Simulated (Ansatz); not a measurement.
Molecular dynamics of C10H5N (part 2 of 2)

C10H5N (slab, 32 atoms in the cell); DFT PBE-D3(BJ), scalar-relativistic, plane waves, PAW, PAW set soft_1, no spin polarisation (Ansatz 0.2.0); cutoff 420 eV, 2×2×1 k-mesh, Fermi–Dirac smearing of 0.02 eV. One setting was made poor on purpose. The input holds or restrains some coordinates. It belongs to a series of runs on one base structure; here: dynamics from the start.

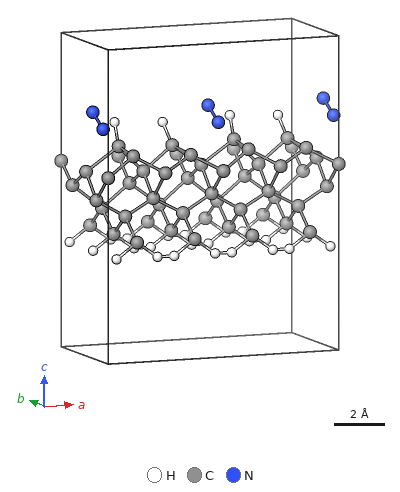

The geometry at step 100 of the log (ball-and-stick view of the 2 × 1 repeat of the cell, with the vacuum cut short, seen slightly off an axis).

```
automatic band count: iteration
[...]
Fermi energy:    1.994929 eV
--- Per-component energies (eV) ---
  E_band       = -773.040651
  E_kinetic    = 2185.350405
  E_local      = -49885.184873  (includes V_loc(G=0)·N_el)
  E_nonlocal   = 545.609593
  E_hartree    = 24013.083129
  E_xc         = -1156.112811
  E_vxc        = -1435.036047  (∫ρ·V_xc dr)
  E_paw        = -2261.976109  (= ΣΔE_a)
  E_vpaw       = -203.031385  (= ΣTr[D̂ρ^β])
  E_aug_tail   = -0.010162  (compensation charges beyond the density's cutoff)
  E_ewald      = 20637.289705
  E_disp       = -3.353337  (pairwise vdW)
  E_smearing   = -0.000000  (= −TS)
  E_closure    = -0.000000  (closes the sum)
  Σ components = -5925.304460   (vs F -5925.304460, Δ=0.00e0)
--- Forces (eV/Å), atoms counted from 1 ---
  atom   1  H     -8.92451842    -0.14319317     0.17245028
  atom   2  H      9.00029916     0.01498207     0.10879929
  atom   3  H     -8.99456532     0.01597022     0.08884945
  atom   4  H      8.91982772    -0.12748932     0.16299974
  atom   5  H     -8.90366656    -0.04187297     0.07415236
  atom   6  H      8.99365405     0.02531404     0.09472795
  atom   7  H     -8.98603970     0.01261631     0.07625507
  atom   8  H      8.88932772    -0.03566129     0.05622436
  atom   9  C     -0.48201814    -0.02450166     1.81207669
  atom  10  C      0.51750495    -0.04045960     1.94644183
  atom  11  C     -0.14541626    -0.05741398     1.05186159
  atom  12  C      0.19789870    -0.00162570     1.28451628
  atom  13  C     -0.04958483     0.14436789    -0.17150973
  atom  14  C     -0.31589075     0.13467875     0.24006451
  atom  15  C     -0.41903008    -1.72492991     1.15288299
  atom  16  C     -0.04221572    -1.52445363     1.48672072
  atom  17  C      0.14173846    -0.30071432    -0.15137939
  atom  18  C      0.85578612     1.73535848    -4.86207532
  atom  19  C     -0.79640689     7.48423135    -1.26222122
  atom  20  C      1.62491175     4.85054483     0.49635594
  atom  21  C     -1.38158393     0.12140533    -2.67127880
  atom  22  C      0.74882814    -2.48119011    -1.02990100
  atom  23  C     -1.25650754    -0.27741245    -0.77301379
  atom  24  C      0.27864798    -5.47605926     3.37437498
  atom  25  C     -1.53161122    -1.10328103     0.11694644
  atom  26  C      2.38874909    -0.22740782     1.15137973
  atom  27  C     -0.66367526    -1.71785725    -2.77206605
  atom  28  C      0.84062019    -0.76802188    -1.92629195
  atom  29  H     -0.35395757     0.96322585    -0.03558665
  atom  30  H      0.50864422     0.83696383    -0.50928661
  atom  31  N     -1.51987540    -0.26135673     1.44612479
  atom  32  N      0.85043644    -0.01500850    -0.23908581
  max |Σ_I F_I| component: 1.03e-2 eV/Å
--- Band table (eV) ---
  k-point 0: bands = ["-21.7994", "-19.5805", "-17.7027", "-15.4928", "-15.4345", "-15.0644", "-14.8560", "-13.9993", "-13.9494", "-13.2646", "-12.5257", "-11.7383", "-11.0435", "-10.6829", "-10.6231", "-10.6077", "-10.1116", "-10.0408", "-9.5810", "-9.4259", "-9.0703", "-8.8683", "-7.6401", "-6.6607", "-6.2836", "-6.2123", "-6.0285", "-5.8097", "-5.5864", "-5.4774", "-5.2727", "-5.1163", "-4.6919", "-4.3790", "-4.0737", "-3.8842", "-3.6933", "-3.3781", "-2.7050", "-2.4902", "-2.3869", "-2.1344", "-1.6926", "-1.2795", "-0.9389", "-0.9163", "-0.6096", "0.6255", "0.9982", "1.3573", "2.5267", "3.3277", "3.7073", "3.9968", "4.7139", "4.8055", "4.8877", "4.9766", "5.4026", "5.6750", "5.9068", "5.9726", "6.4938", "6.9297", "7.0441", "7.2851", "7.4731", "7.6238", "7.8044", "7.8402", "7.9899", "8.1717", "8.3813", "8.9350", "9.1245", "9.1757", "9.4454", "9.5524", "9.6930", "9.7659", "9.8208", "9.9451"]
  k-point 1: bands = ["-21.7983", "-18.9956", "-17.9145", "-16.9199", "-15.6539", "-14.9324", "-14.2648", "-13.8210", "-13.5608", "-13.5207", "-12.8533", "-12.6298", "-11.8068", "-11.4592", "-10.3112", "-10.1454", "-9.2635", "-8.7954", "-8.5731", "-8.5680", "-7.9458", "-7.8957", "-7.6159", "-7.3575", "-6.4064", "-6.0674", "-5.8364", "-5.6560", "-5.4155", "-5.3606", "-4.9804", "-4.8725", "-4.7886", "-4.5662", "-4.4479", "-4.0907", "-3.7551", "-3.6725", "-3.4534", "-3.2558", "-3.1277", "-2.9392", "-2.8676", "-2.4910", "-1.8656", "-1.4049", "-0.9388", "1.0095", "1.1750", "1.3758", "2.5154", "3.5610", "4.0402", "4.2472", "4.3206", "4.6483", "4.9322", "5.4577", "5.8004", "6.3021", "6.5014", "6.6900", "6.7617", "6.8165", "7.1762", "7.2539", "7.3941", "7.5940", "7.7208", "8.1455", "8.1920", "8.3475", "8.5289", "8.6139", "8.6739", "8.7536", "8.9819", "9.1158", "9.1629", "9.3508", "9.5617", "9.6733"]
  k-point 2: bands = ["-21.7982", "-18.6617", "-18.1932", "-16.7078", "-16.4436", "-14.6141", "-14.1172", "-13.8954", "-13.5557", "-13.1613", "-13.0543", "-12.8449", "-12.6302", "-10.5536", "-10.4378", "-9.7216", "-9.4190", "-8.8029", "-8.3680", "-8.1911", "-7.7850", "-7.6897", "-7.5796", "-7.2714", "-6.5831", "-6.1167", "-5.9381", "-5.7179", "-5.4337", "-5.3232", "-5.0619", "-4.7942", "-4.6531", "-4.4800", "-4.3936", "-4.3076", "-3.9343", "-3.6752", "-3.4058", "-3.0683", "-2.9742", "-2.7416", "-2.6043", "-2.3477", "-2.2650", "-1.5012", "-1.3961", "-0.6039", "-0.4079", "1.4254", "2.4898", "3.7698", "4.1888", "4.4805", "4.5839", "5.4148", "5.6427", "5.7330", "5.8897", "6.0683", "6.1730", "6.5998", "6.6130", "6.6255", "6.8280", "7.1555", "7.3094", "7.3925", "7.6141", "7.7711", "7.9380", "8.0433", "8.4347", "8.4464", "8.8159", "8.8679", "9.0644", "9.2925", "9.3742", "9.5889", "9.7951", "9.9329"]
  k-point 3: bands = ["-21.7972", "-18.0762", "-17.6342", "-17.0562", "-16.4722", "-15.8689", "-15.7187", "-14.6768", "-14.4030", "-12.6441", "-12.3249", "-11.9227", "-11.4212", "-10.1920", "-10.0405", "-9.0817", "-8.9161", "-8.1137", "-7.7129", "-7.5488", "-7.5055", "-7.2166", "-7.0645", "-6.7740", "-6.4967", "-6.2898", "-6.0894", "-5.9462", "-5.9157", "-5.7898", "-5.4694", "-5.3992", "-5.1230", "-4.9034", "-4.7432", "-4.4951", "-4.2541", "-4.0564", "-3.8965", "-3.6133", "-3.3609", "-3.1243", "-2.9023", "-2.2769", "-2.0267", "-1.9469", "-1.9062", "-1.3375", "-1.1171", "1.5070", "2.5933", "3.6254", "4.2329", "5.0817", "5.2072", "5.4077", "5.4471", "5.6146", "5.6596", "5.9892", "6.4848", "6.6711", "6.8205", "6.9957", "7.4245", "7.5389", "7.6277", "7.7156", "7.7615", "7.8966", "8.1867", "8.3199", "8.4371", "8.5896", "8.6396", "8.9009", "9.1023", "9.3679", "9.4667", "9.5692", "9.6764", "9.8329"]
--- MD trajectory: 200 steps, t = 0.0 → 100.0 fs ---
  final state: T = 3488.5 K   F+E_penalty+E_count = -5925.30445993 eV   E_kin = 7.214759 eV
  conserved energy: peak-to-peak 1.233e-1 eV (3.853e-3 eV/atom) over 100.0 fs
```

Trajectory as extended XYZ (Å, eV, eV/Å), 3 of the 201 frames kept, from step=0 to step=200:
```
32
Lattice="5.0487 0.0000 0.0000 0.0000 5.0487 0.0000 0.0000 0.0000 18.8356" Properties=species:S:1:pos:R:3:forces:R:3 step=0 time_fs=0.0 energy=-5923.09405 temperature=2417.6
H     2.1598    0.0000    1.0000   -8.9200  -0.0423   0.0438
H     0.3646    0.0000    1.0000    8.9204  -0.0422   0.0439
H     4.6842    0.0000    1.0000   -8.9203  -0.0422   0.0437
H     2.8890    0.0000    1.0000    8.9199  -0.0423   0.0436
H     2.1598    2.5244    1.0000   -8.8901   0.0219   0.0381
H     0.3646    2.5244    1.0000    8.8933   0.0223   0.0381
H     4.6842    2.5244    1.0000   -8.8933   0.0223   0.0381
H     2.8890    2.5244    1.0000    8.8901   0.0219   0.0382
C     1.2622    0.0000    1.6347    0.0006   0.0686   1.1315
C     3.7866    0.0000    1.6347   -0.0007   0.0687   1.1314
C     1.2622    2.5244    1.6347   -0.0034  -0.0482   1.2065
C     3.7866    2.5244    1.6347    0.0034  -0.0482   1.2065
C     1.2622    1.2622    2.5272    0.0065  -0.6150  -2.0165
C     3.7866    1.2622    2.5272   -0.0065  -0.6155  -2.0163
C     1.2622    3.7866    2.5272    0.0009   0.1379  -1.0480
C     3.7866    3.7866    2.5272   -0.0009   0.1379  -1.0479
C     0.0000    1.2622    3.4197   -0.0003  -0.5414  -4.9184
C     2.5244    1.2622    3.4197    0.0002  -0.5660  -4.9336
C     0.0000    3.7866    3.4197    0.0001   0.0314   1.6411
C     2.5244    3.7866    3.4197   -0.0001   0.0388   1.6404
C     0.0000    0.0000    4.3122   -0.0008   2.5091   2.5132
C     2.5244    0.0000    4.3122    0.0006   2.5430   2.4629
C     0.0000    2.5244    4.3122   -0.0001  -2.3223  -5.7508
C     2.5244    2.5244    4.3122    0.0001  -2.3263  -5.7494
C     1.2622    0.4893    5.1647    0.0153  -1.3493  -4.8260
C     3.7866    0.4893    5.1647   -0.0154  -1.3505  -4.8289
C     1.2622    2.0351    4.8047    0.0010   1.6897  10.6615
C     3.7866    2.0351    4.8047   -0.0012   1.6893  10.6601
H     1.2622    2.4189    5.8356   -0.0004   0.4641   1.2363
H     3.7866    2.4189    5.8356    0.0003   0.4644   1.2389
N     0.0125    0.3057    9.1428   -2.1087   5.6721   0.4975
N    -0.3897    1.3831    9.2428    2.1097  -5.6734  -0.5478
32
Lattice="5.0487 0.0000 0.0000 0.0000 5.0487 0.0000 0.0000 0.0000 18.8356" Properties=species:S:1:pos:R:3:forces:R:3 step=100 time_fs=50.0 energy=-5922.71679 temperature=2183.9
H     2.1598    0.0000    1.0000   -9.0153  -0.0310   0.1022
H     0.3646    0.0000    1.0000    9.0319   0.0035   0.0617
H     4.6842    0.0000    1.0000   -9.0060   0.0050   0.0760
H     2.8890    0.0000    1.0000    9.0065  -0.0343   0.1008
H     2.1598    2.5244    1.0000   -8.9733   0.0713   0.0791
H     0.3646    2.5244    1.0000    9.0280   0.0608   0.1252
H     4.6842    2.5244    1.0000   -9.0269   0.0774   0.1165
H     2.8890    2.5244    1.0000    8.9645   0.0731   0.0861
C     1.2622    0.0000    1.6347   -0.2472  -0.2964   0.3049
C     3.7866    0.0000    1.6347    0.1643  -0.3087   0.3904
C     1.2622    2.5244    1.6347   -0.1365   0.5971   0.6611
C     3.7866    2.5244    1.6347    0.1754   0.5776   0.7022
C     1.2622    1.2622    2.5272   -0.4646  -0.5022  -5.7673
C     3.7866    1.2622    2.5272    0.4555  -0.3512  -5.5049
C     1.2622    3.7866    2.5272   -0.2084   1.5500   0.5062
C     3.7866    3.7866    2.5272    0.0399   1.5954   0.7379
C     0.0054    1.2895    3.2578   -0.1624  -0.9833   4.5041
C     2.5193    1.3372    3.2021    0.0493  -2.1206   4.5323
C     0.0051    3.8621    3.5214    0.0345  -4.1954  -1.5871
C     2.5117    3.8778    3.4646   -0.0140  -4.4075  -0.4797
C     0.0173    0.0476    4.3470   -0.2464   2.3268  -4.5149
C     2.5030    0.0013    4.4127    0.3407   0.0591  -0.8730
C    -0.0098    2.3644    4.2835   -0.1539   3.7696   3.8880
C     2.5039    2.3837    4.1593    0.1160   3.8013   5.9838
C     1.2598    0.4043    5.1178   -0.4027   1.2808  -0.7920
C     3.7792    0.3932    5.0355    0.7130   1.7949  -0.0366
C     1.3163    2.1139    5.2850   -0.7740  -1.1200  -6.5608
C     3.6798    2.1519    5.1930    1.0750  -1.0425  -5.8474
H     1.4026    2.7689    6.1760   -0.1593  -0.9162  -0.3573
H     3.5353    2.8283    6.0566    0.4646  -0.9977  -0.0974
N    -0.1035    0.2953    6.3198   -0.7321  -2.0058   4.1839
N    -0.1639    1.2545    6.8908    0.0753   1.6766   5.2328
32
Lattice="5.0487 0.0000 0.0000 0.0000 5.0487 0.0000 0.0000 0.0000 18.8356" Properties=species:S:1:pos:R:3:forces:R:3 step=200 time_fs=100.0 energy=-5925.30446 temperature=3488.5
H     2.1598    0.0000    1.0000   -8.9245  -0.1432   0.1724
H     0.3646    0.0000    1.0000    9.0003   0.0150   0.1088
H     4.6842    0.0000    1.0000   -8.9946   0.0160   0.0888
H     2.8890    0.0000    1.0000    8.9198  -0.1275   0.1630
H     2.1598    2.5244    1.0000   -8.9037  -0.0419   0.0742
H     0.3646    2.5244    1.0000    8.9937   0.0253   0.0947
H     4.6842    2.5244    1.0000   -8.9860   0.0126   0.0763
H     2.8890    2.5244    1.0000    8.8893  -0.0357   0.0562
C     1.2622    0.0000    1.6347   -0.4820  -0.0245   1.8121
C     3.7866    0.0000    1.6347    0.5175  -0.0405   1.9464
C     1.2622    2.5244    1.6347   -0.1454  -0.0574   1.0519
C     3.7866    2.5244    1.6347    0.1979  -0.0016   1.2845
C     1.2622    1.2622    2.5272   -0.0496   0.1444  -0.1715
C     3.7866    1.2622    2.5272   -0.3159   0.1347   0.2401
C     1.2622    3.7866    2.5272   -0.4190  -1.7249   1.1529
C     3.7866    3.7866    2.5272   -0.0422  -1.5245   1.4867
C     0.0117    1.2477    3.4605    0.1417  -0.3007  -0.1514
C     2.4899    1.3002    3.4728    0.8558   1.7354  -4.8621
C     0.0393    3.5518    3.6065   -0.7964   7.4842  -1.2622
C     2.4845    3.7326    3.4334    1.6249   4.8505   0.4964
C     0.0519    0.0437    4.5915   -1.3816   0.1214  -2.6713
C     2.5144    0.1751    4.4121    0.7488  -2.4812  -1.0299
C     0.0443    2.4218    4.5376   -1.2565  -0.2774  -0.7730
C     2.5193    2.6145    4.3295    0.2786  -5.4761   3.3744
C     1.3220    0.5980    5.1443   -1.5316  -1.1033   0.1169
C     3.7500    0.5113    5.1262    2.3887  -0.2274   1.1514
C     1.3387    2.2064    5.3358   -0.6637  -1.7179  -2.7721
C     3.7448    2.1253    5.2949    0.8406  -0.7680  -1.9263
H     1.4701    2.3819    6.4015   -0.3540   0.9632  -0.0356
H     3.5756    2.3065    6.3720    0.5086   0.8370  -0.5093
N     0.2054    0.2075    7.1208   -1.5199  -0.2614   1.4461
N    -0.2244    0.3764    8.1382    0.8504  -0.0150  -0.2391
```

This output came from the following input.

Input:
```yaml
crystal:
  lattice:
    - [5.048742, 0.0, 0.0]
    - [0.0, 5.048742, 0.0]
    - [0.0, 0.0, 18.835561]
  atoms:
    - { symbol: H, position: [0.4277868, 0.0, 0.0530911] }
    - { symbol: H, position: [0.0722132, 0.0, 0.0530911] }
    - { symbol: H, position: [0.9277868, 0.0, 0.0530911] }
    - { symbol: H, position: [0.5722132, 0.0, 0.0530911] }
    - { symbol: H, position: [0.4277868, 0.5, 0.0530911] }
    - { symbol: H, position: [0.0722132, 0.5, 0.0530911] }
    - { symbol: H, position: [0.9277868, 0.5, 0.0530911] }
    - { symbol: H, position: [0.5722132, 0.5, 0.0530911] }
    - { symbol: C, position: [0.25, 0.0, 0.086788] }
    - { symbol: C, position: [0.75, 0.0, 0.086788] }
    - { symbol: C, position: [0.25, 0.5, 0.086788] }
    - { symbol: C, position: [0.75, 0.5, 0.086788] }
    - { symbol: C, position: [0.25, 0.25, 0.1341717] }
    - { symbol: C, position: [0.75, 0.25, 0.1341717] }
    - { symbol: C, position: [0.25, 0.75, 0.1341717] }
    - { symbol: C, position: [0.75, 0.75, 0.1341717] }
    - { symbol: C, position: [0.0, 0.25, 0.1815555] }
    - { symbol: C, position: [0.5, 0.25, 0.1815555] }
    - { symbol: C, position: [0.0, 0.75, 0.1815555] }
    - { symbol: C, position: [0.5, 0.75, 0.1815555] }
    - { symbol: C, position: [0.0, 0.0, 0.2289393] }
    - { symbol: C, position: [0.5, 0.0, 0.2289393] }
    - { symbol: C, position: [0.0, 0.5, 0.2289393] }
    - { symbol: C, position: [0.5, 0.5, 0.2289393] }
    - { symbol: C, position: [0.25, 0.0969069, 0.2741994] }
    - { symbol: C, position: [0.75, 0.0969069, 0.2741994] }
    - { symbol: C, position: [0.25, 0.4030931, 0.2550866] }
    - { symbol: C, position: [0.75, 0.4030931, 0.2550866] }
    - { symbol: H, position: [0.25, 0.4791182, 0.3098161] }
    - { symbol: H, position: [0.75, 0.4791182, 0.3098161] }
    - { symbol: "N", position: [0.0024796, 0.0605498, 0.4854033] }
    - { symbol: "N", position: [-0.0771786, 0.2739463, 0.4907124] }
basis:
  ecutwfc: 420.0
kpoints:
  mp_grid: { grid: [2, 2, 1] }
hamiltonian:
  xc: pbe
  dispersion: d3bj
  pseudopotentials: { kind: paw, azcp: { folder: soft_1 } }
scf:
  occupations: { method: fermi_dirac, width: 0.02 }
  lower_state_search: "off"
  convergence: { dr2_threshold: 0.1 }
  max_iter: 57
md:
  timestep: 0.5
  n_steps: 200
  ensemble: nve
  initial_velocities: zero
  seed: 386672
  initial_site_velocities:
    - { site: 30, velocity: [0.0, 0.0, -0.058687] }
    - { site: 31, velocity: [0.0, 0.0, -0.058687] }
  constraints: [{ sites: [0, 1, 2, 3, 4, 5, 6, 7, 8, 9, 10, 11, 12, 13, 14, 15] }]
```

Command:
```bash
ansatz run input.yaml --threads 1 --pin off --max-ram 3072MiB --backend cpu --events-out ev --progress --plain --runs-dir out
```

Results in brief:

| quantity | value |
| --- | --- |
| outcome | finished |
| mean temperature over the second half | 2805 K |
| trajectory | 200 steps, 100 fs |
| ensemble | nve |
| time step | 0.5 fs |
| electrons treated | 100 |
| potential energy (free energy of the electrons) (last step) | −5925.3045 eV |
| Fermi energy (last step) | 1.995 eV |
| gap on the k-point mesh (last step) | 0.98 eV |
| largest force (length of the vector) (last step), held atoms and coordinates included | 9.001 eV/Å |
| hardware | 1 thread of Intel Xeon @ 2.50GHz (Skylake/Cascade Lake), 32 GiB of memory available, shared host |
| wall time | 20 min |
| peak memory | 0.77 GiB |

Notes:

Notes on the run: the SCF threshold is loose for the printed forces. A deliberately poor setting: loose scf. So short a trajectory is not equilibrated.
